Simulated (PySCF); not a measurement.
Molecule: Si(Me)(Et)(OH)2, SMILES CC[Si](C)(O)O (C₃H₁₀O₂Si). Atoms near the plane z = 0.0 Å, at the GFN2-xTB optimised geometry (x, y, z in Å): C2 (-0.9, 0.0, 0.0), Si3 (-0.2, -1.8, 0.0), O6 (1.5, -1.8, 0.0), H10 (-2.0, -0.1, 0.0), H11 (-0.6, 0.5, 0.9), H16 (2.0, -1.3, 0.7).

Level of theory: PBE0/def2-TZVP (PySCF). Cells within 0.4 Å of a nucleus heavier than hydrogen are left out (blank, or x). The values are rescaled to run from 0 to 1.

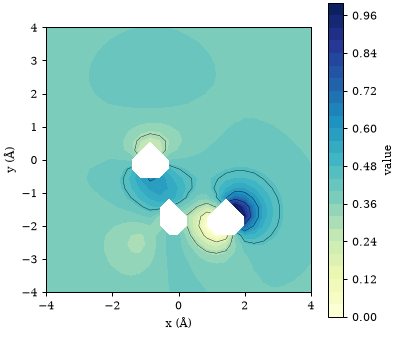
a field on the plane z = 0.0 Å.

Q: Which quantity is mapped?
(A) electron localisation function
(B) Laplacian of the electron density
(C) log10 of the electron density
(D) an orbital amplitude

A: D, an orbital amplitude. In full: HOMO−1 amplitude (bohr^(-3/2)).
